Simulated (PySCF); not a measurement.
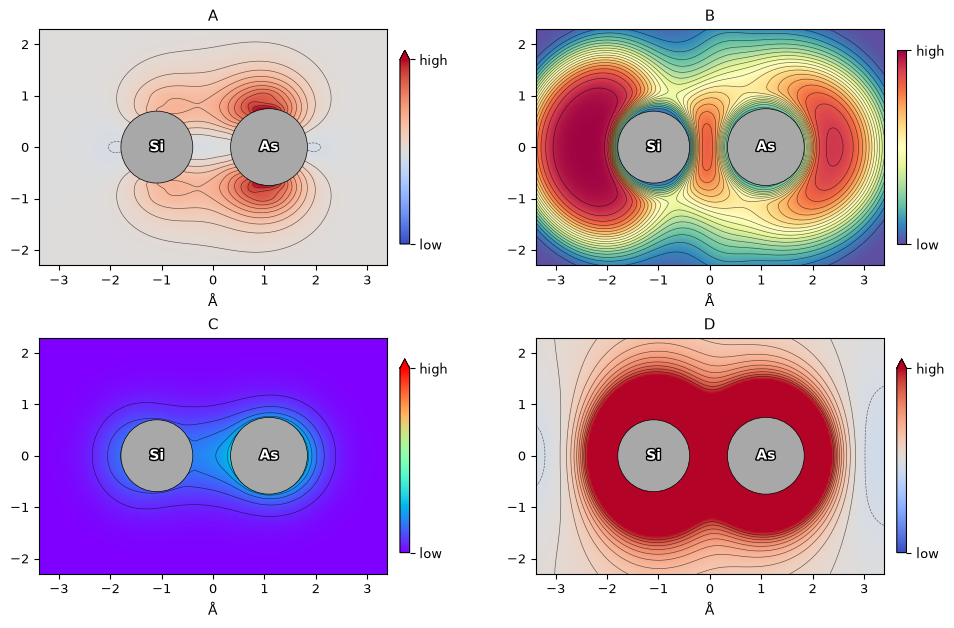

SiAs (doublet): 4 fields on a plane that holds the molecular axis, with unlabelled colour scales. Grey discs cover the atomic cores.

These are results of PBE0/cc-pVDZ(-PP), non-relativistic Hamiltonian with scalar-relativistic core potentials where named, at a bond length of 2.182 Å (PySCF), not measurements.

Match the panels to the quantities (electron density, electron localisation function, electrostatic potential and spin density).

Panel A: spin density (confined to the atoms that carry the unpaired spin). Panel B: electron localisation function. Panel C: electron density. Panel D: electrostatic potential (strongly positive close to the atoms and fading to about zero outside). From the grid: Si–As (2.18 Å): ρ is about 0.78 e/Å³ halfway; the ELF peaks at about 0.85 between the atoms (localised, covalent bonding).
